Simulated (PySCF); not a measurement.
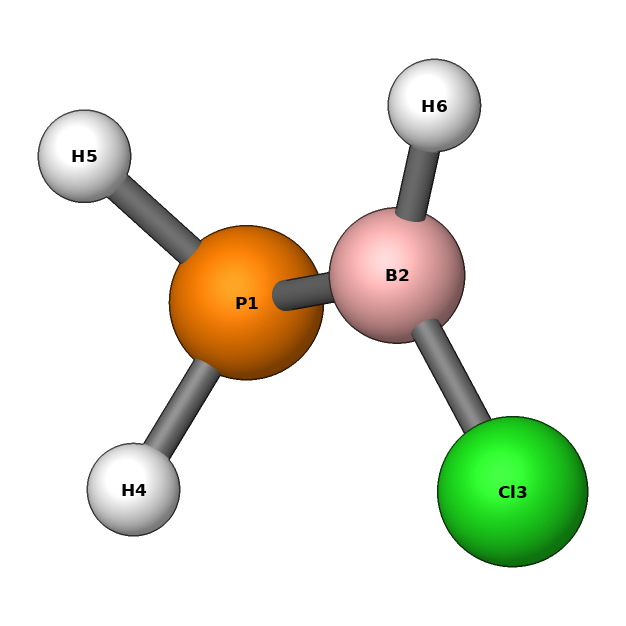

The questions are on isotropic NMR shieldings of the H atoms. The geometry was computed by an optimisation with PBE0-D3(BJ)/def2-SVP. No frequency run is at hand to confirm it as a minimum. Method: GIAO KT2/pcSseg-2 NMR shielding, non-relativistic, gas phase (PySCF 2.14.0).

List the isotropic NMR shieldings of the H atoms.

| atom | σ (ppm) |
| --- | --- |
| H4 | 27.88 |
| H5 | 27.65 |
| H6 | 23.37 |
